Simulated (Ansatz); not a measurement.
# Compressing and expanding a frame of glassy nearly rigid 60TiO2-40SiO2 (mol %) from 1500 K (141 atoms): runs compared

Aim: relax a frame of glassy nearly rigid 60TiO2-40SiO2 (mol %) from 1500 K (141 atoms), then change its volume to read the bulk modulus from the stress.

Computed with Ansatz 0.2.0: Kohn-Sham DFT, PBE, PAW (set soft_1), plane waves.

## 1. The cell as built

The cell holds 141 atoms: 28 Ti, 19 Si and 94 O. Cell: a = 12.901 Å, b = 12.901 Å, c = 12.901 Å, α = 90.0°, β = 90.0°, γ = 90.0°. 141 atoms (28 Ti, 19 Si, 94 O) placed at random at 2.96 g/cm³, melted at 4000 K for 10 ps at fixed volume with the Morse and Coulomb pair potential with partial charges (Pedone, Malavasi, Menziani, Cormack and Segre, J. Phys. Chem. B 110, 11780 (2006)). Snapshot at the end of a hold of 10 ps at 1500 K and zero pressure.

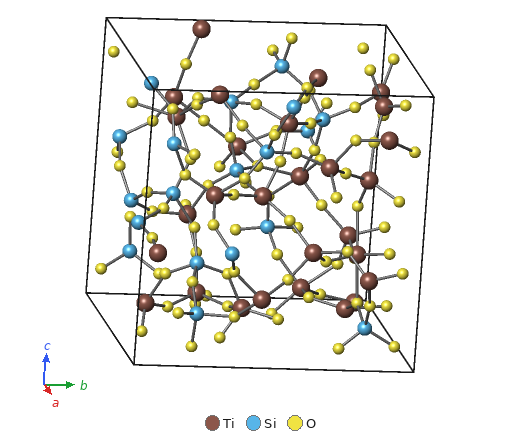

The cell as built. Bonds to atoms that aren't drawn are left out. Some periodic images of atoms are drawn too.

What the set-up can't give: The starting topology of bonds comes from the classical model, and needn't be the one that DFT or experiment would give. Only the Γ point is sampled.

## 2. The reference run

The reference is a single point at the end of the relaxation.

Every strained cell starts from the geometry of this run, and its atoms are relaxed with the cell held.

Its input, with most atom lines left out:

```yaml
crystal:
  lattice:
    - [12.74122, 0.07066, 0.23752]
    - [0.07066, 12.95311, -0.00742]
    - [0.23752, -0.00742, 12.90676]
  atoms:
    - { symbol: Ti, position: [0.51154, 0.93312, 0.81681] }
    - { symbol: Ti, position: [0.8105, 0.6849, 0.69608] }
    - { symbol: Ti, position: [0.49194, 0.12896, 0.10054] }
    - { symbol: Ti, position: [0.32506, 0.86074, 0.31693] }
    - { symbol: Ti, position: [0.68239, 0.27652, 0.9262] }
    - { symbol: Ti, position: [0.9175, 0.80716, 0.2821] }
    - { symbol: Ti, position: [0.48452, 0.87063, 0.08873] }
    [... atom lines 8 to 141 left out ...]
kpoints:
  mp_grid: { grid: [1, 1, 1] }
hamiltonian:
  xc: pbe
  pseudopotentials: { kind: paw, azcp: { folder: soft_1 } }
scf:
  occupations: { method: fermi_dirac, width: 0.129 }
output:
  forces: true
  stress: true
  populations: true
  dos:
    method: { smearing: { sigma: 0.08 } }
    de: 0.1
    projected: { site_lists: { O: [O], Si: [Si], Ti: [Ti] } }
  eigenvalues: true
  write_density: true
  write_potential: true
  volumetric_format: npy
  elf: true
```

| Item | Value |
| --- | --- |
| free energy per atom | -961.5550 eV/atom |
| r.m.s. force component | 0.00661 eV/Å |
| pressure | 0.01278 GPa |

Filled and empty levels are parted by 2.54 eV (at Γ alone); a semilocal functional tends to put such gaps too low. In a disordered cell it changes from sample to sample, and tail or defect levels can set it.

## 3. The runs

Each row is one run, on 4 threads of Arm Neoverse V1, shared host. The free energy is the program's total, comparable only between runs with the same functional, potentials and atoms.

| run | atoms | outcome | ionic steps, all passes | free energy (eV) | time | host memory (GiB) |
| --- | --- | --- | --- | --- | --- | --- |
| Single point at the start | 141 | converged | - | -135547.099 | 2.3 min | 3.4 |
| Cell and atoms relaxed | 141 | converged | 18 | -135579.259 | 18 min | 3.5 |
| Single point at the relaxed geometry | 141 | converged | - | -135579.259 | 2.2 min | 3.5 |
| Volume -3 % | 141 | converged | 8 | -135578.969 | 8.1 min | 3.4 |
| Volume +3 % | 141 | converged | 9 | -135578.991 | 9.2 min | 3.5 |
| Volume -6 % | 141 | cut at the time limit | 9 | -135578.122 | 9.6 min | 3.3 |

In some runs the program notes that the exchange-correlation potential is rough where the density is thin and the SCF threshold is loose for the stress.

## 4. Pressure against volume

Atoms are relaxed at each volume, in the scaled cell.

| volume change (%) | volume (Å³/atom) | energy change (meV/atom) | pressure (GPa) | largest move on relaxing (Å) | bonds | gap (eV) |
| --- | --- | --- | --- | --- | --- | --- |
| -3 | 14.648 | 2.06 | 1.43 | 0.17 | 196 | 2.59 |
| +0 | 15.102 | 0.00 | 0.01 | - | 196 | 2.54 |
| +3 | 15.555 | 1.90 | -1.29 | 0.14 | 195 | 2.51 |

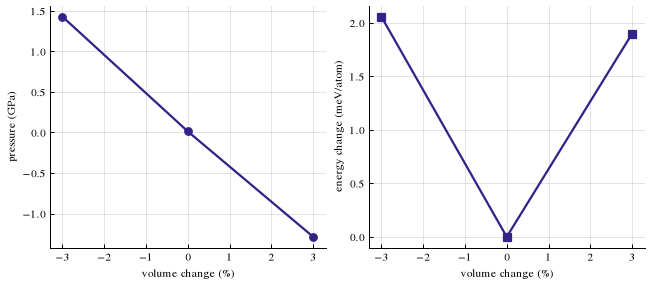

Pressure and energy against volume.

## 5. Findings

The bulk modulus, from the slope of pressure against ln V over the three points nearest the relaxed volume, is 45.3 GPa. The count of bonds runs from 195 to 196 over the series, so at some points contacts cross the cutoffs. The gap goes from 2.59 eV at the smallest volume to 2.51 eV at the largest, -1.3 eV per unit of ln V by a straight line, on the run's k-points.

**Limits.** The reference ran with fermi-dirac smearing of 0.129 eV, but 2 of the 2 strained cells with fixed occupations. Strains are finite and relaxations stop at the force tolerance of the input, which can leave moduli too stiff; they are those of a static cell at zero temperature. Volumes are changed with the cell's shape held, so in an anisotropic solid the modulus lies over the one under free hydrostatic load. The program notes that the SCF threshold of the relaxations is loose for the stress.

The DFT runs together took 49 min of wall time.

[Logs are printed without paths, hosts, clocks, repeated set-up lines and the standing remarks that a program may print on its own settings, such as how far it seeks lower states.]

[Hosts, paths, dates, database ids (printed as entryN), source tags and the programs' standing remarks are cut or masked in the printed files.]
